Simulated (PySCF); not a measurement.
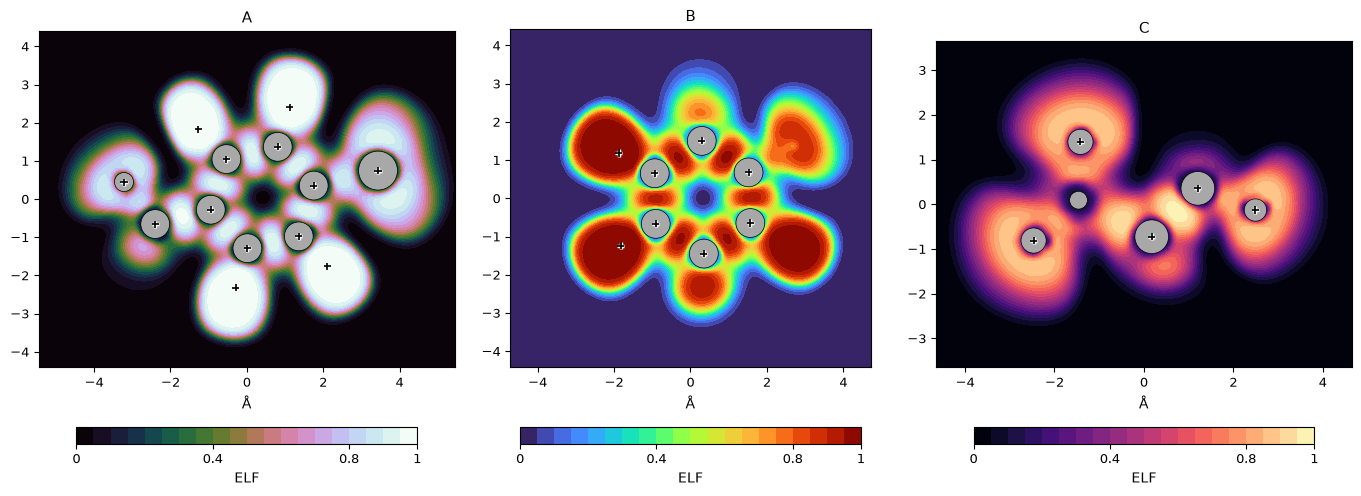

The electron localisation function of 3 systems, each on a plane through atoms (crosses mark nuclei in the plane; grey discs cover the cores).

Level of theory: PBE0/def2-SVPD, SCF density, gas phase (PySCF 2.14.0).

System 1: C7H6ClF (SMILES FCc1ccc(Cl)cc1), the plane of atoms C4, C5 and C6. Geometry: GFN2-xTB.

```yaml
atoms:
  - { symbol: F, position_ang: [2.6043, 1.3863, -0.7426] }
  - { symbol: C, position_ang: [2.2289, 0.2272, -0.1162] }
  - { symbol: C, position_ang: [0.7337, 0.0812, -0.0426] }
  - { symbol: C, position_ang: [-0.1167, 1.0440, -0.5663] }
  - { symbol: C, position_ang: [-1.4896, 0.8876, -0.4857] }
  - { symbol: C, position_ang: [-2.0116, -0.2418, 0.1213] }
  - { symbol: Cl, position_ang: [-3.7252, -0.4464, 0.2223] }
  - { symbol: C, position_ang: [-1.1747, -1.2133, 0.6501] }
  - { symbol: C, position_ang: [0.1941, -1.0463, 0.5668] }
  - { symbol: H, position_ang: [2.6709, 0.2545, 0.8876] }
  - { symbol: H, position_ang: [2.6769, -0.5971, -0.6851] }
  - { symbol: H, position_ang: [0.2962, 1.9212, -1.0401] }
  - { symbol: H, position_ang: [-2.1493, 1.6382, -0.8912] }
  - { symbol: H, position_ang: [-1.5929, -2.0887, 1.1212] }
  - { symbol: H, position_ang: [0.8505, -1.7986, 0.9787] }
```

System 2: C6H6BrF (SMILES FC1=C[C@H](Br)C=CC1), the plane of atoms C7, C6 and H11. Geometry: GFN2-xTB.

```xyz
14

F    -1.5649   -2.2040    0.3789
C    -0.7659   -1.1324    0.1976
C     0.5469   -1.2892    0.1045
C     1.4355   -0.1260   -0.0874
Br    2.4084    0.2375    1.6834
C     0.7292    1.1197   -0.4633
C    -0.5861    1.2553   -0.3732
C    -1.4957    0.1597    0.0765
H     0.9970   -2.2649    0.2058
H     2.2752   -0.3497   -0.7464
H     1.3523    1.9426   -0.7812
H    -1.0605    2.1883   -0.6391
H    -2.3307    0.0429   -0.6230
H    -1.9414    0.4199    1.0449
```

System 3: C2HF4O3S (charge −1), the plane of atoms C5, C7 and F10. Geometry: GFN2-xTB.

```xyz
11

O     1.6319   -1.2709   -0.8018
S     1.5055    0.0005   -0.1174
O     2.3832    0.1660    1.0202
O     1.3594    1.1592   -0.9665
C    -0.2077   -0.2232    0.6728
F    -0.3884    0.5649    1.7766
C    -1.2094    0.1393   -0.3769
F    -1.3542    1.4507   -0.5530
F    -0.9344   -0.4089   -1.5572
F    -2.4791   -0.3052   -0.0859
H    -0.3013   -1.2696    0.9631
```

Match each panel to its system.

Answer. Panel A is system 1, C7H6ClF: the plane holds F, C, Cl and H. C–F (1.37 Å): the ELF peaks at about 0.85 between the atoms: a polar covalent bond. Panel B is system 2, C6H6BrF: the plane holds C and H. C–C (1.33 Å): the ELF peaks at about 0.90 between the atoms: a short, multiple covalent bond. Panel C is system 3, C2HF4O3S: the plane holds O, C and F. C–C (1.50 Å): the ELF peaks at about 1 between the atoms, as expected for localised, covalent bonding.
